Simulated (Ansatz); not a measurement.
```
Na Cu S
1.0
     5.20857    0.00000    0.00000
     0.00000    5.23437    0.00000
     0.00000    0.00000   12.56819
Na Cu S
4 8 8
Direct
  0.50000 0.00000 0.00000
  0.00000 0.50000 0.00000
  0.00000 0.00000 0.50000
  0.50000 0.50000 0.50000
  0.25000 0.25000 0.25000
  0.75000 0.75000 0.25000
  0.75000 0.25000 0.75000
  0.25000 0.75000 0.75000
  0.75000 0.25000 0.25000
  0.25000 0.75000 0.25000
  0.25000 0.25000 0.75000
  0.75000 0.75000 0.75000
  0.00000 0.00000 0.14280
  0.50000 0.50000 0.14280
  0.50000 0.00000 0.64280
  0.00000 0.50000 0.64280
  0.50000 0.00000 0.35720
  0.00000 0.50000 0.35720
  0.00000 0.00000 0.85720
  0.50000 0.50000 0.85720
```

Space group Fmmm; built by placing these elements on a known structure type; not relaxed (largest force 0.8 eV/Å); computed pressure about 3 GPa in this cell; spin-polarised, but the moments vanished.

All numbers below come from DFT, PAW plane waves, r2SCAN in Ansatz.

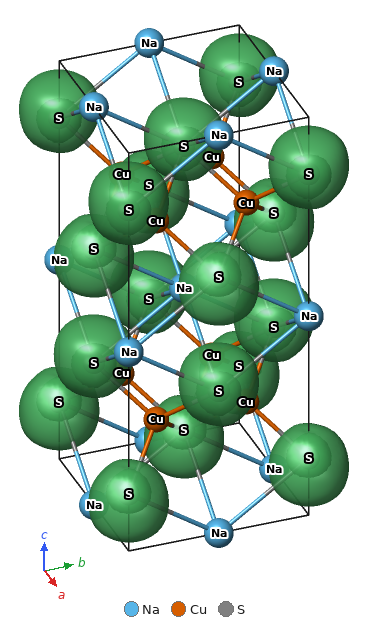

NaCu2S2. Isosurface of the electron localisation function at 0.75 (green), seen at an oblique angle. Core shells are left out. Sticks mark near contacts.

In a PAW calculation such maps are meaningful between the atoms, not at the nuclei.

### Where are the electrons localised?

The surface consists of eight regions wrapped around S (the valence shell of each), counted in one cell of 20 atoms. Regions shared between cells count once.

Values along the shortest contacts:
Cu–S (2.29 Å): the ELF peaks at about 0.80 in the valence shell of S, 0.8 Å from its nucleus, and is about 0.45 at the midpoint. Na–S (3.16 Å): the ELF peaks at about 0.85 in the valence shell of S, 0.8 Å from its nucleus, and is about 0.35 at the midpoint (an ionic contact with no shared pair).

### What Bader charges does the calculation give?

Electrons move from Na and Cu towards S. Bader charges: Na +0.88, Cu +0.53 and S −0.97 e.
